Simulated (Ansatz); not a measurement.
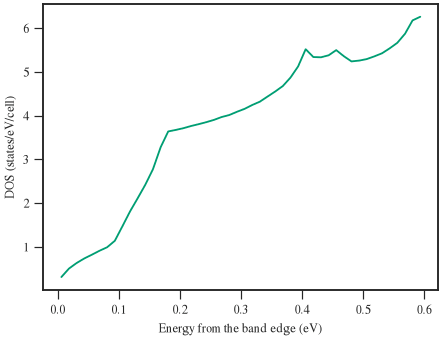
Density of states of FeS2 (Pnnm) above the conduction band minimum, Ansatz (a quantum-chemistry and plane-wave program) with PBEsol, rigid bands; cell volume 77.9 Å³.

Task: What effective density of states at 300 K does this give (∫ g(E) exp(−E/k_BT) dE, both spins, divided by the cell's size)?

Result: 1.8e20 cm⁻³, a density-of-states mass of 3.7 mₑ, valleys and band degeneracy included.

Spin-orbit coupling is left out. Geometry: cell and atoms relaxed with PBEsol.

Formula and space group known from diffraction (Crystallography Open Database), not checked to be the room-temperature form: FeS2 (Pnnm). Treated as nonmagnetic, magnetic states not searched for: FeS2 (Pnnm).
